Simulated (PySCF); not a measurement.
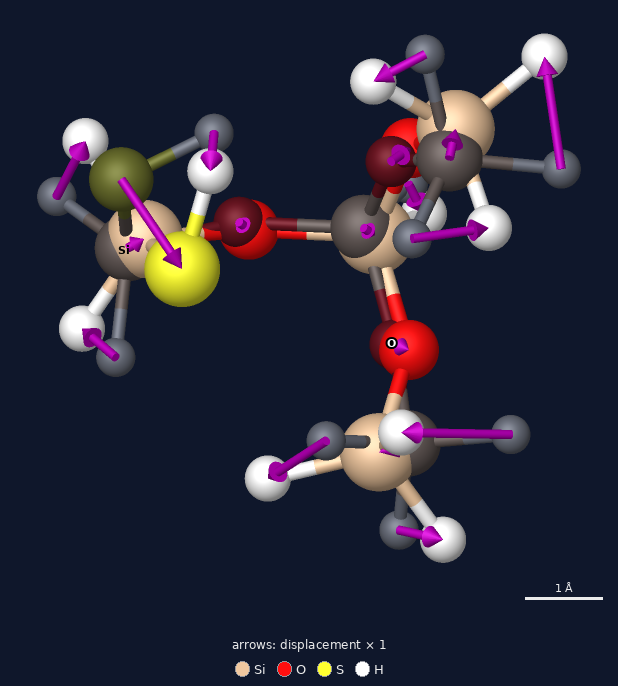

This is a relaxation of Si₄H₁₀SO₃. The starting structure is drawn faded, the final one solid; purple arrows show the displacements, at their true length. The two geometries are superimposed by the best rigid fit.

The picture is a ball-and-stick view, seen at a tilt.

The start comes from GFN2-xTB. Its atoms were then displaced at random by about 0.01 Å.

Method: PySCF, PBE0-D3(BJ)/def2-SVP geometry optimisation, gas phase. 

**What did the optimiser do to the structure, and how much energy did it gain?**

The atom that moves furthest after the best rigid fit is an H atom (1.68 Å). By element the largest moves are H 1.68 Å, S 1.42 Å, O 0.49 Å, Si 0.46 Å. Some distances before and after: O–Si 1.594 → 1.660 Å, O–Si 1.578 → 1.640 Å, H–Si 1.440 → 1.485 Å, O–Si 1.606 → 1.645 Å. Bond angles that change, for instance: Si–O–Si 145.8° → 138.0°, O–Si–H 102.9° → 109.1°, H–Si–H 117.3° → 111.9°. Groups turn about S–Si by about 70°, O–Si by about 70°, O–Si by about 55°. The energy falls by 63.4 kJ/mol in 22 geometry steps.
